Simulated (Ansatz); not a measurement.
## Amorphous SiCO: valence band and core levels

How wide do site differences make the core lines of amorphous SiCO?

Method: DFT, PBEsol, plane-wave PAW, default files, scalar-relativistic, in Ansatz 0.2.0.

**1. The structure**

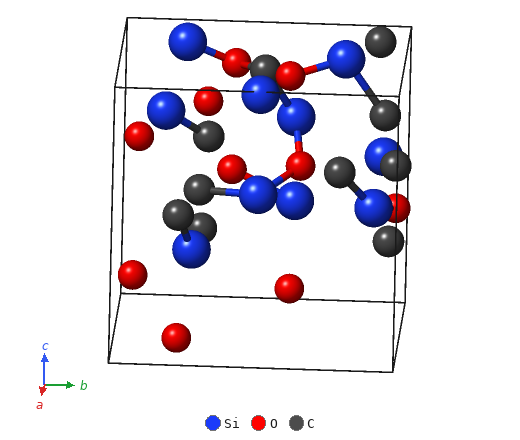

Start, viewed slightly off an axis; silicon blue, oxygen red, carbon dark grey. Bonds to atoms that aren't drawn are left out.

The cell holds 30 atoms: 10 Si, 10 O and 10 C. Cell: a = 7.509 Å, b = 7.509 Å, c = 7.509 Å, α = 90.0°, β = 90.0°, γ = 90.0°. How the cell was made: glass; density 2.2 g/cm³; hottest run set to 3500 K; random start, relaxed, three short dynamics runs, relaxed.

**2. Relaxation**

Random starting positions are first pushed apart, with loose settings.

Input file input.yaml:

```yaml
crystal:
  lattice:
    - [7.5090830355, 0.0, 0.0]
    - [0.0, 7.5090830355, 0.0]
    - [0.0, 0.0, 7.5090830355]
  atoms:
    - { symbol: Si, position: [0.9430561056, 0.5113275528, 0.9762437057] }
    - { symbol: Si, position: [0.0808360239, 0.607355832, 0.3764865844] }
    - { symbol: Si, position: [0.801901207, 0.1745278161, 0.8716352742] }
    - { symbol: Si, position: [0.5439414008, 0.9022150797, 0.4771535238] }
    - { symbol: Si, position: [0.4304962777, 0.7889467175, 0.9841529999] }
    - { symbol: Si, position: [0.1776925858, 0.6088516168, 0.7048647456] }
    - { symbol: Si, position: [0.4978675988, 0.493619834, 0.5002261893] }
    - { symbol: Si, position: [0.1707298194, 0.2213516599, 0.9625074113] }
    - { symbol: Si, position: [0.0419680372, 0.9150572012, 0.5371708512] }
    - { symbol: Si, position: [0.8202678035, 0.2759382576, 0.3761238132] }
    - { symbol: O, position: [0.3480437189, 0.9724396677, 0.4294598829] }
    - { symbol: O, position: [0.3950105103, 0.3073579197, 0.8070479361] }
    - { symbol: O, position: [0.1074715899, 0.3921889137, 0.8764338172] }
    - { symbol: O, position: [0.9176424148, 0.2334762687, 0.0787201505] }
    - { symbol: O, position: [0.7877274985, 0.6217780654, 0.2375048176] }
    - { symbol: O, position: [0.5058931942, 0.0714182221, 0.7000873205] }
    - { symbol: O, position: [0.3354824998, 0.6340865264, 0.5682609351] }
    - { symbol: O, position: [0.6171147571, 0.0633796207, 0.225141601] }
    - { symbol: O, position: [0.0719045608, 0.3832978498, 0.4810084938] }
    - { symbol: O, position: [0.5003297121, 0.597465841, 0.9348783961] }
    - { symbol: C, position: [0.693893127, 0.3226172175, 0.7552872255] }
    - { symbol: C, position: [0.182980806, 0.2848126024, 0.2919408223] }
    - { symbol: C, position: [0.2861330539, 0.5017994027, 0.8984547502] }
    - { symbol: C, position: [0.1129725553, 0.8969057816, 0.9697327317] }
    - { symbol: C, position: [0.084894457, 0.9398241869, 0.2414614868] }
    - { symbol: C, position: [0.9631421219, 0.2320746092, 0.5353848648] }
    - { symbol: C, position: [0.831473167, 0.9875421296, 0.7056971046] }
    - { symbol: C, position: [0.3846447333, 0.9298464941, 0.7735030328] }
    - { symbol: C, position: [0.6469471506, 0.7842760222, 0.6283150439] }
    - { symbol: C, position: [0.3709537279, 0.2817369566, 0.4790713945] }
kpoints:
  mp_grid: { grid: [1, 1, 1] }
scf:
  occupations: { method: fermi_dirac, width: 0.1 }
  n_extra_bands: 21
hamiltonian:
  xc: pbesol
  pseudopotentials: { kind: paw }
output:
  forces: true
basis:
  ecutwfc: 320
relax:
  f_tol: 0.2
  max_steps: 25
```

Started as:

```sh
$ ansatz run input.yaml --threads 3 --pin off --max-ram 8192MiB --backend cpu --events-out ev --progress --plain --runs-dir out
```

Numbers of over 12 decimals in the logs are rounded to 6 here.

What it wrote:

```text
Warning: basis.ecutwfc = 320 eV is below the records' recommended 420 eV, and the density's cutoff is lower with it unless basis.ecutrho_ratio is high enough to keep the records' density cutoff: compare with a run at a higher cutoff
scf.n_extra_bands = 21 over 70 filled bands (N_el = 140.0): the run solves 91 bands
Engine: ansatz 0.2.0, x86_64-unknown-linux-gnu
Pseudopotentials: kind: paw
Pseudopotential: Si, paw, valence charge 4, recommended cutoff 420 eV (normal), Si.paw.azcp
Pseudopotential: O, paw, valence charge 6, recommended cutoff 420 eV (normal), O.paw.azcp
Pseudopotential: C, paw, valence charge 4, recommended cutoff 420 eV (normal), C.paw.azcp
Functional definition: PBEsol
  exchange = pbesol_x
  correlation = pbesol_c
Crystal: 30 atoms, lattice volume = 423.410 Å³
Basis set: ecut = 320 eV, 5449 PW (Γ), exchange–correlation on 90×90×90 points (8 copies of the dense FFT grid, shifted against one another)
Bands: 91, of which v1, the nominal top of the filled ones, is band 70 counted from 1 (69 counted from 0)
Symmetry: 1 space group operations
Space group: P1 (ITA 1), of the structure as read, at distance tolerance 7.5e-5 Å
k-points: 1
Non-local potential: Si, projectors of the file, l = 0: 2, l = 1: 2, l = 2: 2
Non-local potential: O, projectors of the file, l = 0: 2, l = 1: 2, l = 2: 1
Non-local potential: C, projectors of the file, l = 0: 2, l = 1: 2, l = 2: 1
PAW form: soft (Blöchl's): semilocal exchange-correlation on the pseudo side does not see the compensation charge
PAW frozen core: Si, regenerated for the run's functional, and the local potential with it (the file was generated under x = pbe(κ = 0.804, μ = 0.219515), c = pbe(β = 0.066725))
PAW frozen core: O, regenerated for the run's functional, and the local potential with it (the file was generated under x = pbe(κ = 0.804, μ = 0.219515), c = pbe(β = 0.066725))
PAW frozen core: C, regenerated for the run's functional, and the local potential with it (the file was generated under x = pbe(κ = 0.804, μ = 0.219515), c = pbe(β = 0.066725))
PAW one-centre angular grid: Si, 110 points (default); XC on 64 Gauss nodes
PAW one-centre angular grid: O, 110 points (default); XC on 64 Gauss nodes
PAW one-centre angular grid: C, 110 points (default); XC on 64 Gauss nodes
Initial density: superposition of atomic densities (neutral atoms: chi_scale 0, normalization atom), corrected by the library's trained network
Initial wavefunctions: pseudopotential atomic-orbital guess
Functional: x = pbesol(κ = 0.804, μ = 0.123457), c = pbesol(β = 0.046)
SCF iter   1: F=—  HF=-14220.647518 eV  |F-HF|=—  |Δ(HF+E_count)|=         —  Δρ=2.46e-2  dr2=3.09e0  ethr=1.77e-3  ⟨swp⟩=7.0  Hψ=396  notcnv=0
[...]
relax step   5: F+E_penalty+E_count = -14253.67611442 eV  Δ(F+E_penalty+E_count) = -5.560e0 eV  max|allowed force component| = 7.371e0 eV/Å  Δτ_max = 0.1952 Å  (8 SCF iters, dr2 threshold 1.00e-4 eV, accepted)
relax step  10: F+E_penalty+E_count = -14266.41577823 eV  Δ(F+E_penalty+E_count) = -1.103e0 eV  max|allowed force component| = 9.250e-1 eV/Å  Δτ_max = 0.1988 Å  (7 SCF iters, dr2 threshold 1.00e-4 eV, accepted)
relax step  15: F+E_penalty+E_count = -14269.70688842 eV  Δ(F+E_penalty+E_count) = -8.151e-1 eV  max|allowed force component| = 1.800e0 eV/Å  Δτ_max = 0.1946 Å  (7 SCF iters, dr2 threshold 1.00e-4 eV, accepted)
relax step  20: F+E_penalty+E_count = -14271.92632525 eV  Δ(F+E_penalty+E_count) = -2.882e-1 eV  max|allowed force component| = 1.748e0 eV/Å  Δτ_max = 0.1944 Å  (7 SCF iters, dr2 threshold 4.50e-5 eV, accepted)
relax step  25: F+E_penalty+E_count = -14272.52077677 eV  Δ(F+E_penalty+E_count) = -6.978e-2 eV  max|allowed force component| = 2.617e-1 eV/Å  Δτ_max = 0.0751 Å  (10 SCF iters, accepted)
Step failed. What follows is not a result of the run: it is the report of the last solve that finished, which converged after 10 SCF iterations.
Free energy (F): -14272.520777 eV
Harris-Foulkes:  -14272.520777 eV  (|F-HF|=1.84e-8)
Internal energy: -14272.518202 eV  (E = F + TS)
E sigma→0 (E₀):  -14272.519489 eV
Entropy (-TS):   -0.002575 eV (-0.086 meV/atom)
Fermi energy:    5.041227 eV
--- Per-component energies (eV) ---
  E_band       = -523.809364
  E_kinetic    = 3086.146729
  E_local      = -8477.830526  (includes V_loc(G=0)·N_el)
  E_nonlocal   = 979.870590
  E_hartree    = 3162.066087
  E_xc         = -1752.655846
  E_vxc        = -1996.349540  (∫ρ·V_xc dr)
  E_paw        = -7456.815582  (= ΣΔE_a)
  E_vpaw       = -439.844102  (= ΣTr[D̂ρ^β])
  E_aug_tail   = 0.066498  (compensation charges beyond the density's cutoff)
  E_ewald      = -3814.245643
  E_core_change = 0.879491  (= ΣΔE_core)
  E_smearing   = -0.002575  (= −TS)
  E_closure    = 0.000000  (closes the sum)
  Σ components = -14272.520777   (vs F -14272.520777, Δ=0.00e0)
--- Forces (eV/Å), atoms counted from 1 ---
  atom   1  Si     0.11519068     0.00110098    -0.01975155
  atom   2  Si     0.03923893    -0.21267373     0.09450898
  atom   3  Si    -0.07182841     0.00046573     0.13811286
  atom   4  Si    -0.06354470    -0.21246358    -0.10783937
  atom   5  Si     0.04785583     0.01467680    -0.07572774
  atom   6  Si     0.03054293     0.10399789     0.03154882
  atom   7  Si     0.10144097    -0.19181768     0.01026362
  atom   8  Si     0.01411877    -0.08127553     0.10307785
[...]
atom  27  C     -0.15766697     0.01454381    -0.00849551
  atom  28  C      0.13212916    -0.13495078     0.17242697
  atom  29  C      0.12844119     0.01519102     0.07938955
  atom  30  C     -0.14500546     0.04707699    -0.26167158
  max |Σ_I F_I| component: 6.89e-5 eV/Å
End of that report.
Error: geometry relaxation did not converge after 25 steps: max|allowed force component| = 2.62e-1 eV/Å (threshold 2.0e-1). Raise `relax.max_steps` over both its present limit and 25, loosen `relax.f_tol`, or start from a geometry closer to equilibrium. Where this run's directory can be resumed (`checkpoint.write`), a resume goes on for up to `relax.max_steps` more
```

Wall time 30 s (3 threads of Intel Xeon at 2.80GHz (Skylake/Cascade Lake), shared host); peak memory 0.42 GiB.

The run stopped before the relaxation met all its tests.

The program's message: “Error: geometry relaxation did not converge after 25 steps: max|allowed force component| = 2.62e-1 eV/Å (threshold 2.0e-1). Raise `relax.max_steps` over both its present limit and 25, loosen `relax.f_ …”

(Part 1 of 7 ends here.)

[Logs are printed without paths, hosts, clocks, repeated set-up lines and the standing remarks that a program may print on its own settings, such as how far it seeks lower states.]

[Hosts, paths, dates, database ids (printed as entryN), source tags and the programs' standing remarks are cut or masked in the printed files.]

[Maps of the electrostatic potential energy from Ansatz leave out the sawtooth potential of an applied field or a dipole correction, so their vacuum need not be flat; work functions include it.]
